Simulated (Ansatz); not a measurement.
**Ni (fcc, Cu type), scan of one atom of the cell**

Starting cell, Ni (fcc, Cu type):

```xyz
4
Lattice="3.5184 0.0000 0.0000 0.0000 3.5184 0.0000 0.0000 0.0000 3.5184" Properties=species:S:1:pos:R:3 pbc="T T T"
Ni     0.0000     0.0000     0.0000
Ni     1.7592     1.7592     0.0000
Ni     1.7592     0.0000     1.7592
Ni     0.0000     1.7592     1.7592
```

In each cell atom 3 (Ni, nearest neighbour Ni at 2.488 Å; its periodic images, 3.5 Å or more away, move with it) moves by s·(1.000, 0.000, 0.000) (along Cartesian x), the rest being held.

The numbers are results of PBE (plane waves to 420 eV, PAW, scalar-relativistic; Ansatz, a first-principles code), not measurements. k mesh 11×11×11 (Γ-centred), Fermi-Dirac smearing 0.05 eV. The energy includes the smearing's −TS. With partly filled bands, energies and forces of such displacements shift with the k mesh and the smearing. On this mesh the relaxed cell isn't quite at rest: it carries a pressure of 0.1 GPa (compression positive) at the zero of the scan. Ni was relaxed with its symmetry unable to fall. Relaxed Ni ends ferromagnetic. The magnetic order is the one the run started from; other orders were not tried. The zero of ΔE is the undisplaced structure.

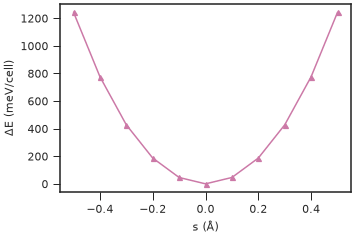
Figure. ΔE (meV/cell) against s (Å); one marker a computed point.

The force along the line at s = -0.500 Å is 5.29 eV/Å. The energy at s = 0.500 Å is 1243 meV/cell and the force constant k = d²E/ds² at s = 0 (finite differences) is 9.21 eV/Å². Shape of the curve: a single well with its minimum at or next to zero displacement. Harmonic estimate at the end of the scan: ½ks² = 1151 meV/cell against the computed 1243 meV/cell, so the well is stiffer than harmonic there.

The forces along the line at the two nearest points give (0.927 − (-0.927)) / (2·0.100) = 9.27 eV/Å²; the next pair corrects for the finite step.

(A displaced cell: forces are minus the slopes of the energy, force constants its curvatures, and phonons follow from these.)
